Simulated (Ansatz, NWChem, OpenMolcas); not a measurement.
# InNH3 (SMILES [NH2][InH]): methods side by side

InNH3: 5 atoms, total charge 0, spin state doublet. As SMILES, `[NH2][InH]`. The shape is that of a PBE0-D4/def2-TZVP optimisation. This is one conformer, not always the lowest.

```xyz
5

N    -0.2994   -0.7365    0.2647
In    0.8466    0.9464    0.2960
H    -0.8468   -0.9608   -0.5547
H     0.0176   -1.5856    0.7076
H     0.3319    2.2626   -0.7551
```

Each level gives the vertical energy of the quartet above the doublet (eV). The values are calculated.

```
                              level             kind     program  value (eV)
   USVWN5/def2-SVP (core potential)              LDA      Ansatz        4.27
 U-revPBE/def2-SVP (core potential)              GGA  OpenMolcas        4.04
    UBLYP/def2-SVP (core potential)              GGA      Ansatz        4.14
 U-r2SCAN/def2-SVP (core potential)         meta-GGA  OpenMolcas        3.84
U-r2SCAN0/def2-SVP (core potential)  hybrid meta-GGA      Ansatz        3.72
   UB3LYP/def2-SVP (core potential)    global hybrid      Ansatz        4.08
  UM06-2X/def2-SVP (core potential)  hybrid meta-GGA      NWChem        4.14
    UPBE0/def2-SVP (core potential)    global hybrid      NWChem        3.94
```

Spin-orbit coupling is left out. The values span 3.72 to 4.27 eV.

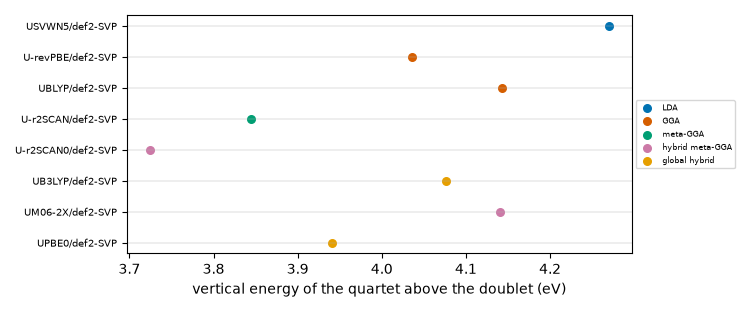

The values of the table, level by level.
